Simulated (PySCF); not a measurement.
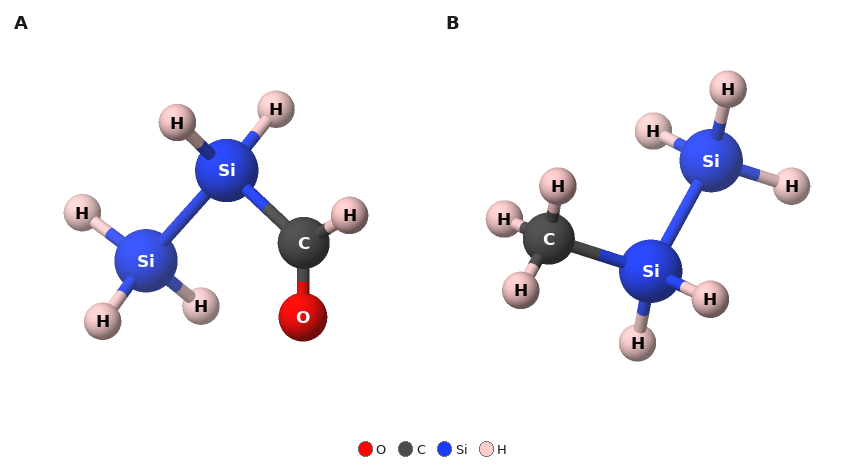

Two related species, optimised with PBE0-D3(BJ)/def2-SVP; properties computed with PySCF 2.14.0. Both: charge 0, singlet.

**What are A and B?**

A is CH6OSi2 (O=C[SiH2][SiH3]), B is CH8Si2 (C[SiH2][SiH3]).

Compare them. With PBE0/def2-SVP: dipole moment (D), HOMO–LUMO gap (eV), HOMO energy (Kohn–Sham orbital) (eV), shielding of C (ppm), Hirshfeld charge of C (e), IAO charge of C (e). With PBE0-D3(BJ)/def2-SVP: mean C–H length (Å), mean C–Si length (Å).

```json
{"quantity": "dipole moment (D)", "A": "1.87", "B": "0.91"}
{"quantity": "HOMO–LUMO gap (eV)", "A": "5.56", "B": "8.51"}
{"quantity": "HOMO energy (Kohn–Sham orbital) (eV)", "A": "−7.08", "B": "−8.06"}
{"quantity": "shielding of C (ppm)", "A": "−37.9", "B": "202.0"}
{"quantity": "Hirshfeld charge of C (e)", "A": "0.05", "B": "−0.20"}
{"quantity": "IAO charge of C (e)", "A": "0.03", "B": "−0.68"}
{"quantity": "mean C–H length (Å)", "A": "1.126", "B": "1.101"}
{"quantity": "mean C–Si length (Å)", "A": "1.939", "B": "1.885"}
```

Each is one conformer, and no frequency run is at hand to confirm it as a minimum.
